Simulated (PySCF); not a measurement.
# C₅H₃N (SMILES C#C/C=C/C#N): what the fields show

The calculation's input:

```
{"job": {"kind": "nmr", "xc": "PBE0", "basis": "pcSseg-1"}, "charge": 0, "multiplicity": 1}
C      2.533871     0.372553    -0.161810
C      1.371964     0.077944    -0.068973
C      0.016202    -0.266725     0.045895
C     -0.911630     0.115725    -0.845117
C     -2.263175    -0.241109    -0.713507
N     -3.369022    -0.530720    -0.612473
H      3.548734     0.628528    -0.235317
H     -0.255822    -0.867327     0.905494
H     -0.657561     0.717124    -1.708241
```

Run with:

```sh
OMP_NUM_THREADS=1 python probes_run.py task.json out
```

Geometry: GFN2-xTB.

Computed with PySCF, PBE0/pcSseg-1, SCF density, gas phase, non-relativistic.

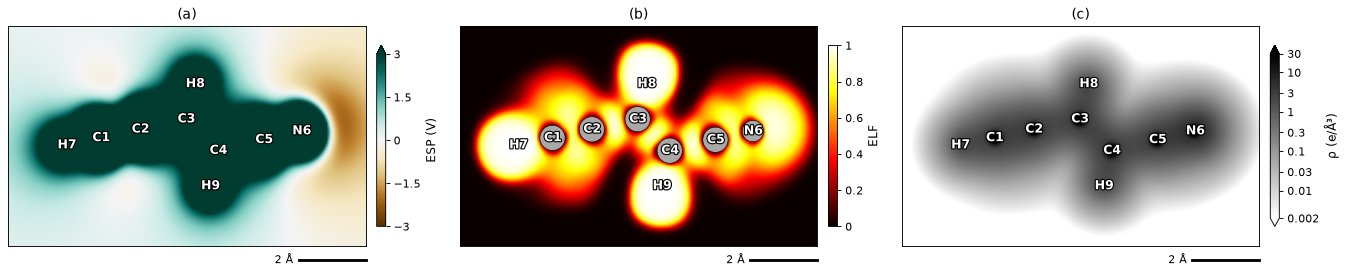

Figure 1. (a) electrostatic potential; (b) electron localisation function; (c) electron density on the molecular plane. Grey discs cover the atomic cores in the ELF map.

Question: Read the bonding off the picture.

Answer: The section cuts through C, N and H sites.
C–N (1.15 Å): ρ at the midpoint is about 3.5 e/Å³; the ELF peaks at about 0.85 between the atoms (a short, multiple covalent bond).
C–C (1.20 Å): ρ is about 2.7 e/Å³ halfway; the ELF peaks at about 0.85 between the atoms; a short, multiple covalent bond.
C–H (1.05 Å): ρ is about 2.1 e/Å³ halfway; the ELF climbs to about 1 towards the hydrogen, as it does in any bond to H: a covalent bond by its length.
C–C (1.34 Å): the density is about 2.2 e/Å³ at the midpoint; the ELF peaks at about 0.95 between the atoms; a short, multiple covalent bond.
The ELF also peaks beside N6, away from the bonds: lone-pair regions.
Outside the dense part of the molecule the potential is most negative (−2.1 V) near N6.

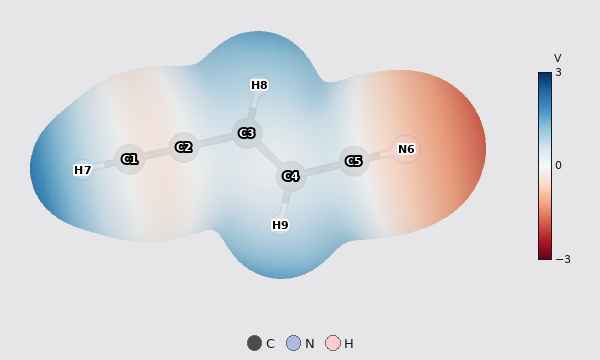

Figure 2. The electrostatic potential painted on the density surface at 0.002 e/bohr³, seen across its widest extent; the colour scale runs from red (negative) to blue (positive).

Question: Where is the surface potential most negative and most positive?

Answer: The most negative region (about −1.8 V) lies over N6, the most positive (about +2.0 V) over H7. N6 is the likeliest acceptor of a hydrogen bond.
